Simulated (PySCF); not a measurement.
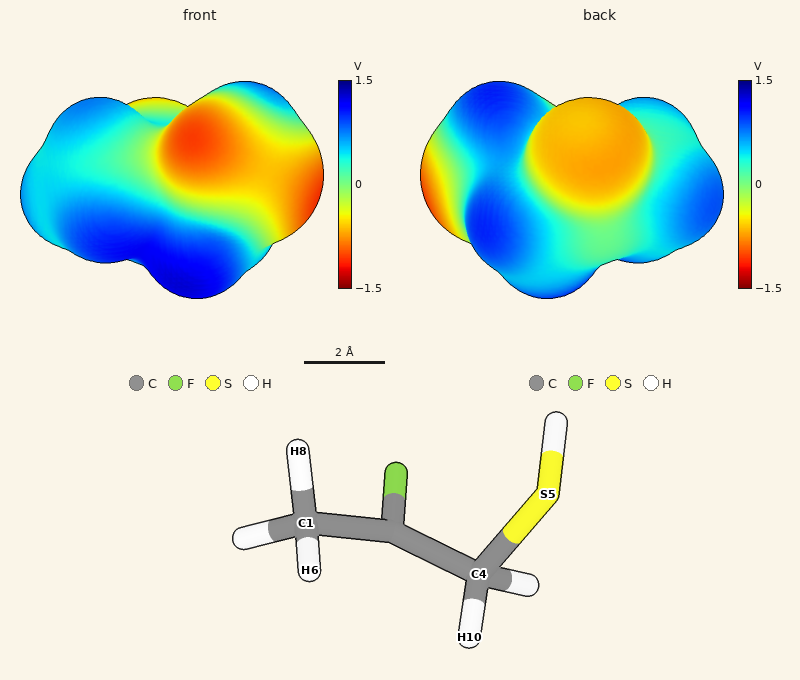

The picture shows: C3H6FS (SMILES C[C](F)CS) (doublet). The electrostatic potential painted on the density surface at 0.002 e/bohr³, seen from the front and from behind; red is negative and blue positive. The bare structure is drawn below in the same view.

Geometry: GFN2-xTB.

All numbers below come from UKS B3LYP, pcH-1 on C F H S, non-relativistic, mean-field spin-orbit, GIAO in PySCF.

```xyz
11

C    -1.4993    0.0453    0.2423
C    -0.1718    0.5999   -0.0900
F     0.1801    1.7073    0.6125
C     0.8842   -0.0747   -0.7754
S     1.7574   -1.3864    0.3769
H    -1.6875   -0.8435   -0.3515
H    -2.2804    0.7835    0.0518
H    -1.5594   -0.2159    1.3035
H     1.6942    0.5794   -1.0830
H     0.5378   -0.7063   -1.5860
H     2.1501   -0.4859    1.2729
```

Where is the surface potential most negative and most positive?

Answer. The most negative region (about −1.0 V) lies over S5, the most positive (about +1.3 V) over H10.
